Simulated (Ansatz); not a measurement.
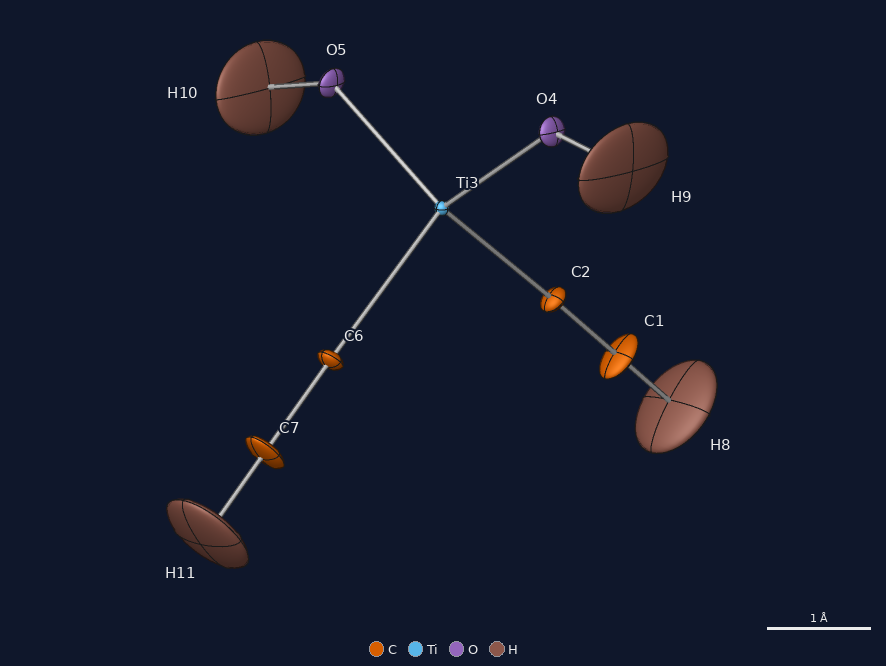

Displacement ellipsoids at the 50 % level, from the internal vibrations of the free molecule (harmonic, no overall translation or rotation; no half-axis is drawn under 0.075 Å). The species is neutral and a spin singlet. Vibrations computed with RKS PBE0-D4/def2-TZVP (Ansatz 0.2.0). Temperature: 200 K.

**Which atom moves most?**

H9, H10, with U_eq = 0.0892 Å².

**Does H9 move more along its bond or across it?**

Across it: the root-mean-square amplitude is 0.084 Å along the bond and up to 0.418 Å across, since bending and torsion are softer than stretching.

Give the displacement parameters, one line for each set of equivalent atoms.

```json
{"atom": "C1, C7", "U_eq (Å²)": "0.0159", "rms amplitudes (Å)": "0.052, 0.118, 0.176"}
{"atom": "C2, C6", "U_eq (Å²)": "0.0065", "rms amplitudes (Å)": "0.052, 0.085, 0.098"}
{"atom": "Ti3", "U_eq (Å²)": "0.0019", "rms amplitudes (Å)": "0.033, 0.047, 0.049"}
{"atom": "O4, O5", "U_eq (Å²)": "0.0081", "rms amplitudes (Å)": "0.046, 0.096, 0.114"}
{"atom": "H8, H11", "U_eq (Å²)": "0.0680", "rms amplitudes (Å)": "0.087, 0.281, 0.343"}
{"atom": "H9, H10", "U_eq (Å²)": "0.0892", "rms amplitudes (Å)": "0.081, 0.295, 0.418"}
```
